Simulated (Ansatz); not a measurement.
## Pressure series in hypothetical R3m AlZnInO4

The reference is AlZnInO₄ (space group R3m, No. 160; a = 3.292 Å, c = 25.922 Å (hexagonal axes); a hypothetical phase, not in the database extracts checked).

Cell and atoms are relaxed at each pressure.

Computed with PBE (Ansatz, a first-principles code; PAW; 420 eV plane waves; spin-orbit coupling left out).

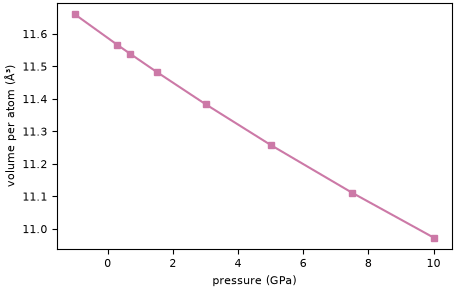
Volume against pressure

Question: Estimate the zero-pressure bulk modulus from the plot.

Answer: About 160 GPa; a third-order Birch–Murnaghan fit to the points gives V₀ = 11.59 Å³/atom, B₀ = 163 GPa and B₀′ = 4.4.

Between the base and pressure 10 GPa the gap moves from 1.76 eV to 1.97 eV, a mean slope of 21 meV/GPa.

Load acts through the strain it causes; cell and atoms are relaxed under it. Whether these cells are dynamically stable was not tested. Competing high-pressure phases were not computed.
